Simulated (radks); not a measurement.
# Exchange and kinetic functionals tested on atomic densities: Gd³⁺, Ge²⁺, Ar, Al¹⁰⁺, Br²⁺, Xe²⁵⁺

Aim: take each self-consistent density and evaluate many functionals on it, against the exact exchange and kinetic energies of the same orbitals. Every spin shell is full or empty, so the densities are truly spherical.

The numbers are computed with radks (a radial shooting solver on a logarithmic mesh, Libxc functionals) version 1 (non-relativistic Kohn-Sham, exchange-only LDA, spin-polarised, spherical densities, point nucleus; open shells are filled with parallel spins first), except any that are marked as measured or tabulated.

**1. The atom as given**

```
species : Gd³⁺ ([Xe] 4f7), Ge²⁺ ([Ar] 3d10 4s2), Ar ([Ar]), Al¹⁰⁺ ([He] 2s1), Br²⁺ ([Ar] 3d10 4s2 4p3), Xe²⁵⁺ ([Ar] 3d10 4s1)
```

In the logs a row gives level, spin channel, occupation and eigenvalue; Etot, Ekin, Encl (electron-nucleus), Eh (Hartree) and Exc are energies, all in hartree; err is the last residual, it the number of iterations.

**2. Gd³⁺, [Xe] 4f7**

Settings of this run:

```text
Z 64
configuration [Xe] 4f7
relativity non-relativistic
functional lda,
spin polarised
nucleus point
```

Log:

```text
1s      1   1.0000       -1729.39929554
2s      1   1.0000        -276.16005756
2p      1   3.0000        -262.87602988
3s      1   1.0000         -61.62764675
3p      1   3.0000         -55.69450357
3d      1   5.0000         -44.59671702
4s      1   1.0000         -12.91948254
4p      1   3.0000         -10.60294911
4d      1   5.0000          -6.46526366
4f      1   7.0000          -1.41703171
5s      1   1.0000          -2.49575716
5p      1   3.0000          -1.84776008
1s      2   1.0000       -1729.39933318
2s      2   1.0000        -276.15399534
2p      2   3.0000        -262.87241658
3s      2   1.0000         -61.49600707
3p      2   3.0000         -55.57381168
3d      2   5.0000         -44.50761037
4s      2   1.0000         -12.67061782
4p      2   3.0000         -10.35559915
4d      2   5.0000          -6.22157022
4f      2   0.0000          -1.19673772
5s      2   1.0000          -2.38574958
5p      2   3.0000          -1.75960938
Etot -10809.389212372216
Ekin 10809.389211627584
Encl -25609.358911054536
Eh 4216.29706163409
Exc -225.7165745793539
err 1.0658975397489216e-08
it 14
```

Highest occupied level: 4f up at -38.559 eV. Exact exchange of these orbitals: -235.622 hartree.

Sizes of the orbitals, from the radial functions (bohr):

| level | occupation | energy (eV) | <r> | outermost maximum (interpolated) | 90 % within | nodes |
| --- | --- | --- | --- | --- | --- | --- |
| 4d up | 5 | -175.93 | 0.6364 | 0.560 | 0.955 | 1 |
| 4d down | 5 | -169.30 | 0.6380 | 0.560 | 0.959 | 1 |
| 5s up | 1 | -67.913 | 1.400 | 1.26 | 2.01 | 4 |
| 5s down | 1 | -64.920 | 1.427 | 1.28 | 2.05 | 4 |
| 5p up | 3 | -50.280 | 1.553 | 1.37 | 2.26 | 3 |
| 5p down | 3 | -47.881 | 1.592 | 1.40 | 2.32 | 3 |
| 4f up | 7 | -38.559 | 0.8077 | 0.554 | 1.36 | 0 |
| 4f down | 0 | -32.565 | 0.8434 | 0.557 | 1.44 | 0 |

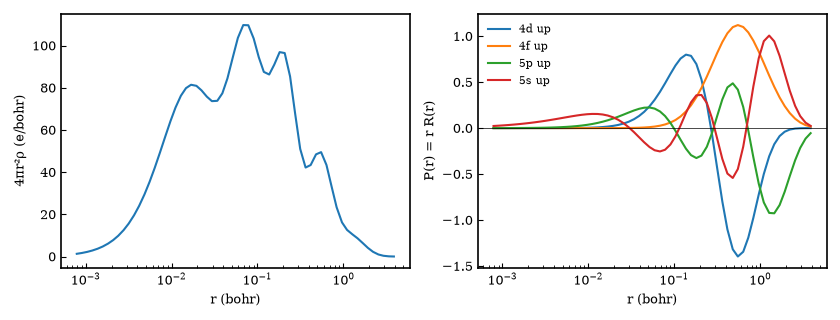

Radial density (left) and radial functions of outer levels (right).

**3. Ge²⁺, [Ar] 3d10 4s2**

Settings of this run:

```text
Z 32
configuration [Ar] 3d10 4s2
relativity non-relativistic
functional lda,
spin polarised
nucleus point
```

Log:

```text
1s      1   1.0000        -396.93837441
2s      1   1.0000         -49.71438572
2p      1   3.0000         -44.37862971
3s      1   1.0000          -6.62741390
3p      1   3.0000          -4.86100892
3d      1   5.0000          -1.78273849
4s      1   1.0000          -1.02312687
1s      2   1.0000        -396.93837441
2s      2   1.0000         -49.71438572
2p      2   3.0000         -44.37862971
3s      2   1.0000          -6.62741390
3p      2   3.0000          -4.86100892
3d      2   5.0000          -1.78273849
4s      2   1.0000          -1.02312687
Etot -2070.1684803214616
Ekin 2070.1684802118953
Encl -4940.354872991531
Eh 872.4360363047122
Exc -72.4181238465379
err 5.259305383127616e-09
it 15
```

The top filled level is 4s, -27.841 eV. Exact exchange of these orbitals: -76.7306 hartree.

**4. Ar, [Ar]**

Settings of this run:

```text
Z 18
configuration [Ar]
relativity non-relativistic
functional lda,
spin polarised
nucleus point
```

Log:

```text
1s      1   1.0000        -113.71586476
2s      1   1.0000         -10.72988301
2p      1   3.0000          -8.37817031
3s      1   1.0000          -0.83284589
3p      1   3.0000          -0.33379865
1s      2   1.0000        -113.71586476
2s      2   1.0000         -10.72988301
2p      2   3.0000          -8.37817031
3s      2   1.0000          -0.83284589
3p      2   3.0000          -0.33379865
Etot -524.5174255708058
Ekin 524.5174255786344
Encl -1252.2066890731226
Eh 230.94671783305333
Exc -27.774879909370974
err 1.949931366475122e-09
it 13
```

The top filled level is 3p, -9.083 eV. Exact exchange of these orbitals: -30.0524 hartree.

**5. Al¹⁰⁺, [He] 2s1**

Settings of this run:

```text
Z 13
configuration [He] 2s1
relativity non-relativistic
functional lda,
spin polarised
nucleus point
```

Log:

```text
1s      1   1.0000         -70.87272997
2s      1   1.0000         -15.46786403
1s      2   1.0000         -70.74386346
2s      2   0.0000         -14.76185390
Etot -175.99687255895614
Ekin 175.99687255740025
Encl -365.71556477493175
Eh 21.507712817664483
Exc -7.785893159089111
err 3.1623576324457725e-10
it 13
```

The top filled level is 2s up, -420.90 eV. Exact exchange of these orbitals: -8.97171 hartree.

**6. Br²⁺, [Ar] 3d10 4s2 4p3**

Settings of this run:

```text
Z 35
configuration [Ar] 3d10 4s2 4p3
relativity non-relativistic
functional lda,
spin polarised
nucleus point
```

Log:

```text
1s      1   1.0000        -480.97443116
2s      1   1.0000         -62.51248632
2p      1   3.0000         -56.48132552
3s      1   1.0000          -9.21892529
3p      1   3.0000          -7.10961509
3d      1   5.0000          -3.33453394
4s      1   1.0000          -1.51065605
4p      1   3.0000          -1.04369815
1s      2   1.0000        -480.96543311
2s      2   1.0000         -62.50695506
2p      2   3.0000         -56.47317812
3s      2   1.0000          -9.20593564
3p      2   3.0000          -7.09474680
3d      2   5.0000          -3.31491885
4s      2   1.0000          -1.37274840
4p      2   0.0000          -0.90471554
Etot -2566.333024804303
Ekin 2566.333024762214
Encl -6116.913799099569
Eh 1068.1918735433305
Exc -83.94412401027898
err 5.664165705671621e-09
it 15
```

The top filled level is 4p up, -28.400 eV. Exact exchange of these orbitals: -88.8789 hartree.

**7. Xe²⁵⁺, [Ar] 3d10 4s1**

Settings of this run:

```text
Z 54
configuration [Ar] 3d10 4s1
relativity non-relativistic
functional lda,
spin polarised
nucleus point
```

Log:

```text
1s      1   1.0000       -1238.42479331
2s      1   1.0000        -212.30479067
2p      1   3.0000        -201.73793096
3s      1   1.0000         -64.66076603
3p      1   3.0000         -60.19990311
3d      1   5.0000         -51.97441314
4s      1   1.0000         -30.04264605
1s      2   1.0000       -1238.40111510
2s      2   1.0000        -212.28868538
2p      2   3.0000        -201.72184308
3s      2   1.0000         -64.62700723
3p      2   3.0000         -60.16668051
3d      2   5.0000         -51.94526632
4s      2   0.0000         -29.75262210
Etot -6929.135396337659
Ekin 6929.135395933445
Encl -15538.981695447146
Eh 1825.6067318801938
Exc -144.89582870415188
err 3.4344720526419564e-09
it 14
```

4s up is the highest filled level (-817.50 eV). Exact exchange of these orbitals: -153.187 hartree.

**8. All runs together**

```csv
error in magnitude (%),Gd³⁺,Ge²⁺,Ar,Al¹⁰⁺,Br²⁺,Xe²⁵⁺
"exchange, LDA",-4.20,-5.62,-7.58,-13.22,-5.55,-5.41
"exchange, B88",+0.16,+0.29,+0.00,-0.37,+0.13,-0.10
"exchange, PBE",-0.28,-0.20,-0.52,-1.35,-0.35,-0.59
"exchange, PW91",+0.13,+0.24,-0.09,-1.04,+0.08,-0.18
"exchange, PW86",-0.19,+0.34,+0.45,+0.35,+0.11,-0.30
"exchange, TPSS",-0.26,+0.15,+0.20,+0.35,-0.04,-0.38
"exchange, MS2",-0.54,-0.21,+0.05,+0.36,-0.38,-0.69
"exchange, Tao-Mo",-0.73,-0.43,-0.18,+0.45,-0.61,-0.93
"exchange, MVS",+0.13,+0.14,-0.16,-0.38,+0.07,-0.07
"kinetic, Thomas-Fermi",-4.99,-6.19,-7.07,-9.94,-5.95,-5.26
"kinetic, TF + vW",+33.28,+42.07,+51.27,+83.20,+40.84,+37.31
"kinetic, TF + vW/5",+2.66,+3.46,+4.60,+8.69,+3.41,+3.26
"kinetic, LC94",-0.01,-0.06,+0.14,+0.22,+0.01,+0.20
"kinetic, APBEK",+0.02,+0.02,+0.26,+0.17,+0.08,+0.25
"kinetic, Perdew 92",-0.73,-0.81,-0.57,+0.43,-0.74,-0.52
"kinetic, LKT",+17.36,+22.76,+29.01,+54.90,+22.01,+20.00
"kinetic, DePristo-Kress",-0.21,-0.16,+0.06,-0.14,-0.10,+0.04
"kinetic, Ernzerhof",-0.50,-0.46,-0.02,+3.22,-0.41,-0.19
```

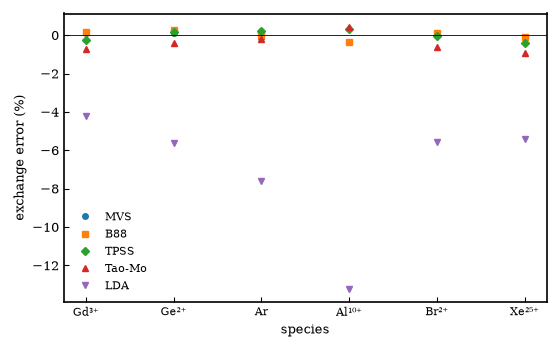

Error of five exchange functionals by species.

In words: Negative means that the magnitude is too small. For exchange the mean absolute error is least for MVS (0.16 %) and largest for LDA (6.93 %). Among the orbital-free kinetic functionals LC94 (0.11 %) does best and TF + vW (47.99 %) worst. The functionals are evaluated on one density each, not self-consistently.
